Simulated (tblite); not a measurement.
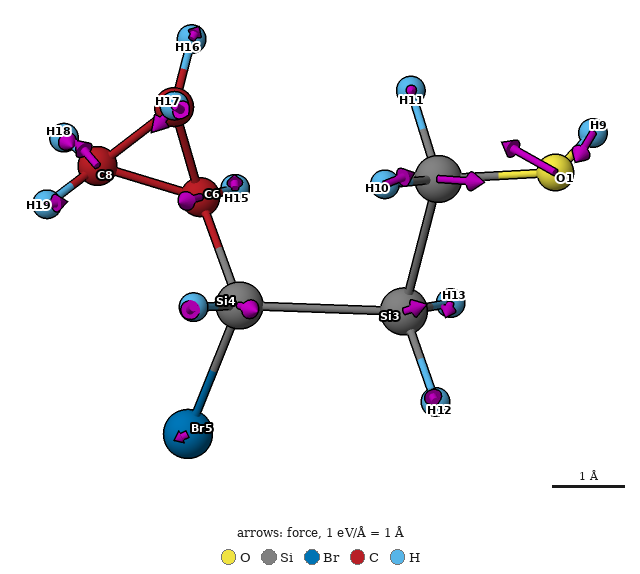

Starting geometry of C3H11BrOSi3 with the computed forces as purple arrows. The picture is a ball-and-stick view, seen at a tilt.

Method: GFN2-xTB geometry optimisation, gas phase in tblite 0.8.0. 

What follows when this structure is relaxed?

Answer. It isn't relaxed: the largest force vector, on the O atom, is 1.08 eV/Å. The final displacements have little in common with the starting forces (cosine between the two patterns 0.16). The energy falls by 0.248 eV in 184 geometry steps. The atom that moves furthest after the best rigid fit is an H atom (1.02 Å). Largest moves by element: H 1.02 Å, Br 1.01 Å, C 0.42 Å, Si 0.36 Å, O 0.33 Å. Some distances before and after: O–Si 1.671 → 1.624 Å, H–Si 1.494 → 1.459 Å, Br–Si 2.227 → 2.249 Å, Si–Si 2.304 → 2.321 Å. Among the angles between lasting bonds that change: Si–Si–Si 103.3° → 115.9°, O–Si–H 108.5° → 99.9°, Si–O–H 115.9° → 123.7°. Groups turn about C–Si by about 45°, O–Si by about 35°, Si–Si by about 30°.
